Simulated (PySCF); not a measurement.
SMILES FS(=[OH+])F (HF₂OS (cation, charge +1)), singlet at its PBE0/def2-SVP optimised geometry (Å):

```
5

O      0.6911    -0.7552     0.0000
S     -0.8397    -0.7552     0.0000
F     -1.2024    -1.0268    -1.4858
F     -1.2022     0.7552     0.0000
H      1.2022    -0.2136    -0.6492
```

Computed with PBE0/def2-TZVP (PySCF).

Map of the log10 of the electron density (e/bohr³), floored at −4 on the plane z = 0.8 Å:

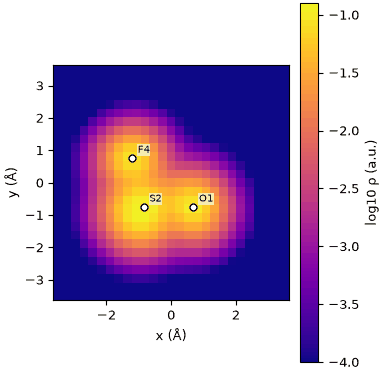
Fig. 1. Log10 of the electron density (e/bohr³), floored at −4 on the plane z = 0.8 Å.
